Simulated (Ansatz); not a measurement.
# CoSi2 (111): surface energy and levels, part 2 of 2

The task, for CoSi2: compute energy, relaxation and work function or band edges of the (111) face.

Ansatz 0.2.0; DFT PBEsol, scalar-relativistic, plane waves, PAW. The steps go on from the part before.

### 5 Relaxing the (111) slab

The COD entry's cell or inner coordinates are ideal or old and differ from later refinements, so a difference from it is no clean test against experiment.

Contents of input.yaml:

```yaml
crystal:
  lattice:
    - [3.756488418, 0.0, 0.0]
    - [-1.878244209, 3.253214399, 0.0]
    - [0.0, 0.0, 28.8022197732]
  atoms:
    - { symbol: Si, position: [0.0, 0.0, 0.2603965965] }
    - { symbol: Co, position: [0.6666666667, 0.3333333333, 0.2870191969] }
    - { symbol: Si, position: [0.3333333333, 0.6666666667, 0.3136417973] }
    - { symbol: Si, position: [0.6666666667, 0.3333333333, 0.366886998] }
    - { symbol: Co, position: [0.3333333333, 0.6666666667, 0.3935095984] }
    - { symbol: Si, position: [0.0, 0.0, 0.4201321988] }
    - { symbol: Si, position: [0.3333333333, 0.6666666667, 0.4733773996] }
    - { symbol: Co, position: [0.0, 0.0, 0.5] }
    - { symbol: Si, position: [0.6666666667, 0.3333333333, 0.5266226004] }
    - { symbol: Si, position: [0.0, 0.0, 0.5798678012] }
    - { symbol: Co, position: [0.6666666667, 0.3333333333, 0.6064904016] }
    - { symbol: Si, position: [0.3333333333, 0.6666666667, 0.633113002] }
    - { symbol: Si, position: [0.6666666667, 0.3333333333, 0.6863582027] }
    - { symbol: Co, position: [0.3333333333, 0.6666666667, 0.7129808031] }
    - { symbol: Si, position: [0.0, 0.0, 0.7396034035] }
basis:
  ecutwfc: 420
kpoints:
  mp_grid: { grid: [9, 9, 1] }
hamiltonian:
  xc: pbesol
scf:
  occupations: { method: gaussian, width: 0.1 }
output:
  forces: true
  eigenvalues: true
  write_density: true
  write_potential: true
  elf: true
  volumetric_format: npy
relax:
  adjacent_minimum: "off"
  f_tol: 0.02
  max_steps: 60
efield:
  axis: 3
  dipole_correction: true
```

Launch:

```bash
$ ansatz run input.yaml --threads 2 --pin off --max-ram 5120MiB --backend cpu --events-out ev --progress --plain --runs-dir out
```

Log:

```text
Warning: RAYON_NUM_THREADS=2 ignored (pool sized by the plan → 2); use --threads N
Engine: ansatz 0.2.0, x86_64-unknown-linux-gnu
Pseudopotentials: kind: paw
Pseudopotential: Si, paw, valence charge 4, recommended cutoff 420 eV (normal), Si.paw.azcp
Pseudopotential: Co, paw, valence charge 17, recommended cutoff 420 eV (normal), Co.paw.azcp
Functional definition: PBEsol
  exchange = pbesol_x
  correlation = pbesol_c
Crystal: 15 atoms, lattice volume = 351.982 Å³
Basis set: ecut = 420 eV, 6937 PW (Γ), exchange–correlation on 54×54×400 points (8 copies of the dense FFT grid, shifted against one another)
Bands: 78, of which v1, the nominal top of the filled ones, is band 63 counted from 1 (62 counted from 0)
Symmetry: 6 space group operations
k-points: 12 of 81 (time reversal used)
Non-local potential: Si, projectors of the file, l = 0: 2, l = 1: 2, l = 2: 2
Non-local potential: Co, projectors of the file, l = 0: 3, l = 1: 2, l = 2: 3, l = 3: 1
PAW form: soft (Blöchl's): semilocal exchange-correlation on the pseudo side does not see the compensation charge
PAW frozen core: Si, regenerated for the run's functional, and the local potential with it (the file was generated under x = pbe(κ = 0.804, μ = 0.2195149727645171), c = pbe(β = 0.06672455060314922))
PAW frozen core: Co, regenerated for the run's functional, and the local potential with it (the file was generated under x = pbe(κ = 0.804, μ = 0.2195149727645171), c = pbe(β = 0.06672455060314922))
PAW one-centre angular grid: Si, 110 points (default); XC on 64 Gauss nodes
PAW one-centre angular grid: Co, 590 points (default); XC on 64 Gauss nodes
Initial density: superposition of atomic densities (neutral atoms: chi_scale 0, normalization atom), corrected by the library's trained network
Initial wavefunctions: pseudopotential atomic-orbital guess
Functional: x = pbesol(κ = 0.804, μ = 0.12345679012345678), c = pbesol(β = 0.046)
SCF iter   1: F=—  HF=-31686.019488 eV  |F-HF|=—  |Δ(HF+E_count)|=         —  Δρ=1.51e-2  dr2=2.08e0  ethr=1.77e-3  p=-0.000 e·Å  D=-4.76e-14 V/Å  ΔV_dip=0.00 eV  dr2_dipole=2.47e-7  V_vac-E_F(+/−)=4.77/4.77 eV  ⟨swp⟩=10.2  Hψ=5099  notcnv=0  defer=10
efield: sawtooth ramp at fractional position 0.9500 (placed from the atoms, in the widest stretch of the axis that holds none; the zero of the levels goes with the place), width 0.1000; the density the first Hamiltonian is built on has a dipole p = -0.000 e·Å; the dipole correction subtracts the counter field D = -4.76e-14 V/Å, which shifts the + side's vacuum level by +0.00 eV against the − side's; the planar-averaged density in the ramp window peaks in size at 2.8e-5 e/Å³
preconditioner: auto → LDOS  [metal: Δε(μ)=0.057 eV  Ē_g=6.843 eV  σ=0.100 eV  W_gap=0.31  n_scr=86 (ndim 8)  ℏωp=18.2 eV  f_vac=0.413  D(μ)=6.03/eV (n_scr^D=16)  β→1.0]
SCF iter   2: F=—  HF=-31686.022170 eV  |F-HF|=—  |Δ(HF+E_count)|=   2.68e-3  Δρ=1.94e-2  dr2=8.57e-1  ethr=1.67e-3  p=0.000 e·Å  D=5.11e-5 V/Å  ΔV_dip=-0.00 eV  dr2_dipole=1.01e-6  V_vac-E_F(+/−)=5.13/5.13 eV  ⟨swp⟩=2.1  Hψ=1367  notcnv=0  defer=100
SCF iter   3: F=—  HF=-31685.933542 eV  |F-HF|=—  |Δ(HF+E_count)|=   8.86e-2  Δρ=3.63e-3  dr2=3.12e-2  ethr=6.86e-4  p=0.000 e·Å  D=2.56e-5 V/Å  ΔV_dip=-0.00 eV  dr2_dipole=1.20e-7  V_vac-E_F(+/−)=5.04/5.04 eV  ⟨swp⟩=2.0  Hψ=1170  notcnv=0  defer=100
SCF iter   4: F=—  HF=-31685.934951 eV  |F-HF|=—  |Δ(HF+E_count)|=   1.41e-3  Δρ=9.77e-4  dr2=2.76e-3  ethr=2.49e-5  p=-0.000 e·Å  D=-2.41e-6 V/Å  ΔV_dip=0.00 eV  dr2_dipole=3.69e-8  V_vac-E_F(+/−)=5.02/5.02 eV  ⟨swp⟩=3.6  Hψ=2060  notcnv=0  defer=100
SCF iter   5: F=—  HF=-31685.934829 eV  |F-HF|=—  |Δ(HF+E_count)|=   1.22e-4  Δρ=3.92e-4  dr2=3.34e-4  ethr=2.20e-6  p=-0.000 e·Å  D=-2.99e-7 V/Å  ΔV_dip=0.00 eV  dr2_dipole=4.48e-9  V_vac-E_F(+/−)=5.02/5.02 eV  ⟨swp⟩=2.0  Hψ=1252  notcnv=0  defer=97
SCF iter   6: F=—  HF=-31685.934884 eV  |F-HF|=—  |Δ(HF+E_count)|=   5.41e-5  Δρ=1.14e-4  dr2=4.27e-5  ethr=2.68e-7  p=0.000 e·Å  D=5.42e-7 V/Å  ΔV_dip=-0.00 eV  dr2_dipole=2.43e-12  V_vac-E_F(+/−)=5.02/5.02 eV  ⟨swp⟩=2.2  Hψ=1274  notcnv=0  defer=97
SCF iter   7: F=-31685.934902 eV  HF=-31685.934899 eV  |F-HF|=3.22e-6  |Δ(HF+E_count)|=   1.56e-5  Δρ=4.14e-5  dr2=3.51e-6  ethr=8.00e-9  p=0.000 e·Å  D=3.78e-7 V/Å  ΔV_dip=-0.00 eV  dr2_dipole=1.20e-10  V_vac-E_F(+/−)=5.02/5.02 eV  ⟨swp⟩=27.4  Hψ=11266  notcnv=0
SCF 1 converged in 7 iterations: F = -31685.934902 eV  dr2 = 3.51e-6
relax step   1: F+E_penalty+E_count = -31685.93490230 eV  Δ(F+E_penalty+E_count) = +0.000e0 eV  max|allowed force component| = 5.646e-1 eV/Å  Δτ_max = 0.0000 Å  (7 SCF iters, dr2 threshold 1.00e-5 eV, accepted)
[... 12 lines left out ...]
relax step   2: F+E_penalty+E_count = -31685.98824258 eV  Δ(F+E_penalty+E_count) = -5.334e-2 eV  max|allowed force component| = 2.494e-1 eV/Å  Δτ_max = 0.0473 Å  (5 SCF iters, dr2 threshold 1.99e-5 eV, accepted)
[... 10 lines left out ...]
relax step   3: F+E_penalty+E_count = -31686.00198766 eV  Δ(F+E_penalty+E_count) = -1.375e-2 eV  max|allowed force component| = 3.287e-2 eV/Å  Δτ_max = 0.0413 Å  (6 SCF iters, dr2 threshold 3.89e-6 eV, accepted)
[... 9 lines left out ...]
relax step   4: F+E_penalty+E_count = -31686.00219463 eV  Δ(F+E_penalty+E_count) = -2.070e-4 eV  max|allowed force component| = 1.292e-2 eV/Å  Δτ_max = 0.0045 Å  (6 SCF iters, accepted)
WARN: The output density's exchange-correlation potential varies sharply where the density is thin. Do not read a vacuum level from v_tot or v_xc, or from such a field of the output density. On a cell that repeats whose density bears no net charge and no dipole along the vacuum's axis use v_es (v_loc + v_h of the components); under efield.dipole_correction with no amplitude use v_es + v_field, which holds any external_charges[].barrier, or the levels of the report's work_function block, which leave it out; under a non-zero efield.amplitude the vacuum is tilted and has no level; on a cell that repeats and bears such a dipole with no correction it is tilted too, and efield.dipole_correction with no amplitude gives each side of its ramp a level where efield: is served; in a cell that repeats whose density bears a net charge (total_charge, or a fill off its count) it is curved and has none; of a slab under crystal.periodic whose density bears no net charge use v_es, which has a level on each side, short of where the two are joined; of another it falls or rises all the way out and has none; of a slab beside external_charges read slab_vacuum_level instead, which it has where they leave it neutral. The grid or the basis barely resolves most such structure, and the values can differ between equally converged runs; as a rule a tighter scf.convergence.dr2_threshold does not remove it. Where the density itself ripples (under the LDA too) a higher basis.ecutwfc lessens it. The files hold the spikes' plane waves up to the density's cutoff. Files: v_tot_of_output_density and the like, and their columns of v_z.tsv (output.write_potential); v_xc_of_output_density and the like, and their columns of v_comp_z.tsv (output.write_potential_components). Measured: with its Gaussian average of σ = 0.25 Å subtracted twice, the exchange-correlation potential is over 0.1 eV at 32 of the grid points where the equally averaged density (valence and model cores) is under 1e-3 e/Å³, and 0.295 eV at the most among them, at an averaged density of 9.9e-9 e/Å³. The input density's (outcome.potential() and, of a run that writes arrays, v_tot and v_xc) is over 0.1 eV, so measured, at 618 points of its own thin density, 0.177 eV at the most. See output.write_potential in the manual, Limitations
SCF converged after 6 iterations
Free energy (F): -31686.002195 eV
Harris-Foulkes:  -31686.002195 eV  (|F-HF|=5.15e-8)
Internal energy: -31685.962291 eV  (E = F + TS)
E sigma→0 (E₀):  -31685.982243 eV
Entropy (-TS):   -0.039904 eV (-2.660 meV/atom)
Fermi energy:    4.595436 eV
Dipole field:    D = 0.000004 V/Å  (p = 0.000008 e·Å, saw-weighted, corrected)
Work function:   Φ+ = 5.1480 eV   Φ− = 5.1481 eV
Levels:          The Fermi level and band energies are counted from a zero that moves with the ramp; work functions are not
--- Per-component energies (eV) ---
  E_band       = -2440.572936
  E_kinetic    = 2738.251783
  E_local      = -145383.665858  (includes V_loc(G=0)·N_el)
  E_nonlocal   = 2522.625013
  E_hartree    = 70841.357465
  E_xc         = -1358.964143
  E_vxc        = -1522.282619  (∫ρ·V_xc dr)
  E_paw        = -12409.173313  (= ΣΔE_a)
  E_vpaw       = -2478.225466  (= ΣTr[D̂ρ^β])
  E_aug_tail   = 0.000434  (compensation charges beyond the density's cutoff)
  E_efield     = 0.000000  (sawtooth field / dipole correction)
  E_vefield    = 0.000000  (∫n·V_field dr)
  E_ewald      = 51362.348627
  E_core_change = 1.257703  (= ΣΔE_core)
  E_smearing   = -0.039904  (= −TS)
  E_closure    = 0.000000  (closes the sum)
  Σ components = -31686.002195   (vs F -31686.002195, Δ=0.00e0)
--- Forces (eV/Å), atoms counted from 1 ---
  atom   1  Si     0.00000000     0.00000000     0.00442111
  atom   2  Co     0.00000000     0.00000000     0.00203659
  atom   3  Si     0.00000000     0.00000000    -0.01292253
  atom   4  Si    -0.00000000    -0.00000000     0.00829429
  atom   5  Co     0.00000000     0.00000000     0.00042681
  atom   6  Si     0.00000000     0.00000000    -0.00258081
  atom   7  Si     0.00000000    -0.00000000    -0.00136524
  atom   8  Co     0.00000000    -0.00000000    -0.00000027
  atom   9  Si     0.00000000     0.00000000     0.00136418
  atom  10  Si     0.00000000    -0.00000000     0.00258100
  atom  11  Co     0.00000000     0.00000000    -0.00042573
  atom  12  Si    -0.00000000     0.00000000    -0.00829458
  atom  13  Si     0.00000000    -0.00000000     0.01292207
  atom  14  Co     0.00000000    -0.00000000    -0.00203677
  atom  15  Si     0.00000000    -0.00000000    -0.00442095
  max |Σ_I F_I| component: 8.38e-7 eV/Å
--- Band table (eV; the first three rows and the last of 12) ---
  k-point 0: bands = ["-89.9045", "-89.9045", "-89.8674", "-89.7401", "-89.7401", "-53.3663", "-53.3663", "-53.3617", "-53.3617", "-53.3617", "-53.3617", "-53.3382", "-53.3382", "-53.3171", "-53.2289", "-53.2289", "-53.2289", "-53.2289", "-53.1338", "-53.1338", "-8.5883", "-8.1826", "-7.5396", "-6.5781", "-5.5948", "-3.9156", "-2.5883", "-1.2437", "-0.1283", "0.4536", "0.4536", "0.6226", "0.6226", "0.7723", "0.7723", "0.9096", "0.9096", "0.9260", "0.9260", "1.6595", "1.6938", "2.5236", "2.5236", "2.5513", "2.5513", "2.5556", "2.6334", "2.6334", "2.8922", "2.8922", "3.0228", "3.0228", "3.1549", "4.2134", "4.5138", "4.5138", "5.2697", "5.2697", "5.5035", "6.1261", "6.1261", "6.3504", "6.7881", "7.0105", "7.0105", "7.2581", "7.4510", "7.4931", "7.5614", "7.7187", "7.7187", "8.1641", "8.1641", "8.4158", "8.4158", "8.4453", "8.4453", "8.8465"]
[... 3 lines left out ...]
--- Relaxed structure (4 steps of the walk, 4 accepted, 0 SCFs on fresh bases) ---
  F+E_penalty+E_count = -31686.00219463 eV   max|allowed force component| = 1.292e-2 eV/Å
  atoms:
    - { symbol: Si, position: [5.298613030135984e-19, 1.0597226060271951e-18, 0.2636309683586275] }
    - { symbol: Co, position: [0.6666666666666666, 0.3333333333333333, 0.2868041303020043] }
    - { symbol: Si, position: [0.3333333333333333, 0.6666666666666666, 0.3138893197405326] }
    - { symbol: Si, position: [0.6666666666666666, 0.3333333333333333, 0.3660332020698395] }
    - { symbol: Co, position: [0.3333333333333333, 0.6666666666666666, 0.39395477865708367] }
    - { symbol: Si, position: [-4.3400727209304105e-21, -8.6801454418614e-21, 0.42010570618958837] }
    - { symbol: Si, position: [0.3333333333333333, 0.6666666666666666, 0.4736513677095138] }
    - { symbol: Co, position: [1.3666212994648287e-25, 2.7332426035154224e-25, 0.5000000008342111] }
    - { symbol: Si, position: [0.6666666666666666, 0.3333333333333333, 0.5263486343762998] }
    - { symbol: Si, position: [4.339886932041932e-21, 8.679773864084379e-21, 0.5798942926763218] }
    - { symbol: Co, position: [0.6666666666666666, 0.3333333333333333, 0.6060452197606028] }
    - { symbol: Si, position: [0.3333333333333333, 0.6666666666666666, 0.6339667976961965] }
    - { symbol: Si, position: [0.6666666666666666, 0.3333333333333333, 0.6861106787765132] }
    - { symbol: Co, position: [0.3333333333333333, 0.6666666666666666, 0.7131958700053129] }
    - { symbol: Si, position: [-5.298611054475233e-19, -1.0597222108950484e-18, 0.7363690328473527] }
```

It took 40 s on 2 threads of AMD EPYC 9R45 (Zen 5), shared host; peak memory 0.87 GiB.

Step by step:

```
step  energy from step 1 (eV/cell)  largest force component (eV/Å)
   1                        0.0000                          0.5646
   2                       -0.0533                          0.2494
   3                       -0.0671                          0.0329
   4                       -0.0673                          0.0129
```

Step 1 is the start.

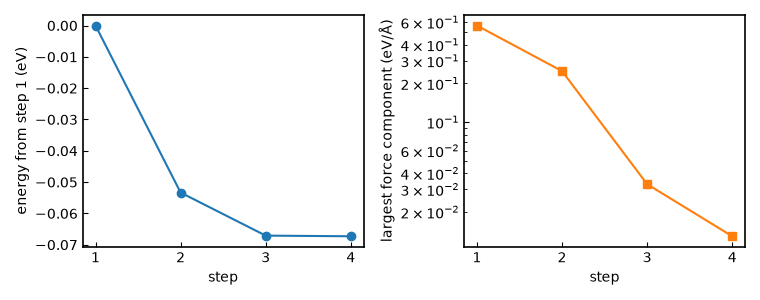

Energy and largest force along the relaxation.

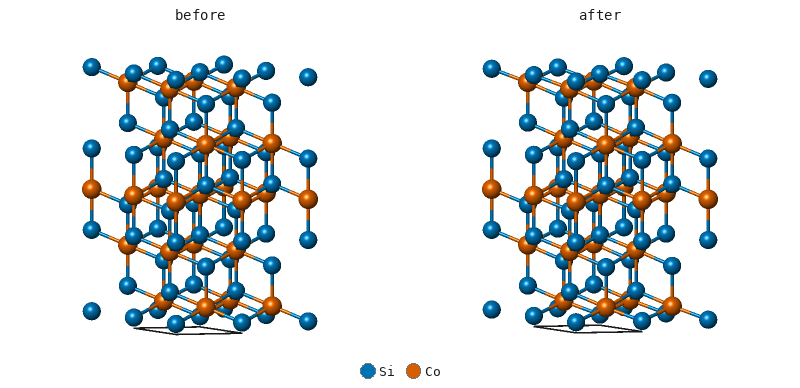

The structure before (left) and after (right) the relaxation, drawn at the same scale.

This gives work function 5.15 eV.

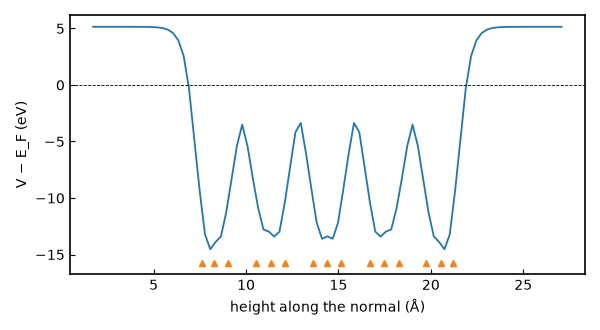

Plane-averaged electrostatic potential energy of an electron across the slab, counted from the Fermi level; triangles mark the atomic planes. The flat parts are the vacuum levels.

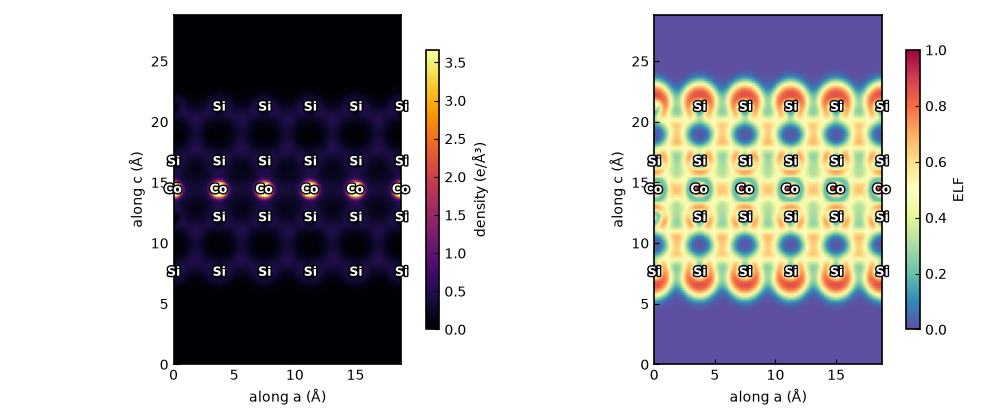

Density (left) and ELF (right) in a lattice plane of the grid's cell (edges 3.76 and 28.80 Å, at 0.000 of the third edge), which holds Si and Co. Only atoms in the plane are labelled; the density scale stops at 3.66 e/Å³. Both are smooth fields of the valence electrons: close to the nuclei they are not physical.

Outside the cores ELF peaks at 0.86 beside Si, off the lines to its neighbours, 1.0 Å from Si; 0.75 on the Si–Co line, 0.9 Å from Si.

### 6 What the (111) slab gives

γ = (E_slab − N E_bulk) / (2A); here N = 15 and A = 12.22 Å².

|  | as cut | relaxed |
| --- | --- | --- |
| surface energy, mean of both faces | 1.76 J/m² | 1.72 J/m² |
| work function | 5.02 eV | 5.15 eV |
| dipole along +c (e·Å/cell) | 0.000 | 0.000 |

How the layers moved (bottom to top):

```tsv
plane	atoms	spacing to the next, as cut (Å)	relaxed (Å)	change (%)	rumpling (Å)
1	Si	0.767	0.667	-13.0	0.000
2	Co	0.767	0.780	+1.7	0.000
3	Si	1.534	1.502	-2.1	0.000
4	Si	0.767	0.804	+4.9	0.000
5	Co	0.767	0.753	-1.8	0.000
6	Si	1.534	1.542	+0.6	0.000
7	Si	0.767	0.759	-1.0	0.000
8	Co	0.767	0.759	-1.0	0.000
9	Si	1.534	1.542	+0.6	0.000
10	Si	0.767	0.753	-1.8	0.000
11	Co	0.767	0.804	+4.9	0.000
12	Si	1.534	1.502	-2.1	0.000
13	Si	0.767	0.780	+1.7	0.000
14	Co	0.767	0.667	-13.0	0.000
15	Si				0.000
```

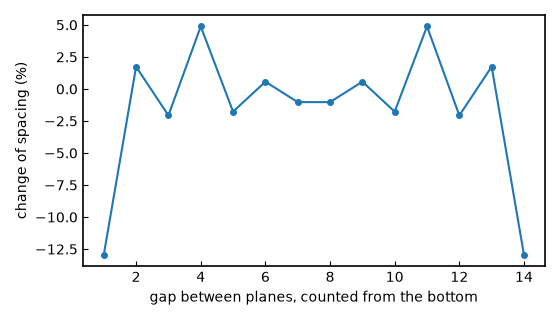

Change of each interlayer spacing on relaxation.

### 7 What came out

What follows sums up all 2 parts.

```
                                 quantity      value
surface energy, (111), cut with Si on top  1.72 J/m²
 work function, (111), cut with Si on top    5.15 eV
```

**Reading.** On (111) the top spacing contracts by 13.0 %, and relaxation gains 0.042 J/m² a face. Spin polarisation is off in the runs that give these values; a magnetic solution could lie lower.
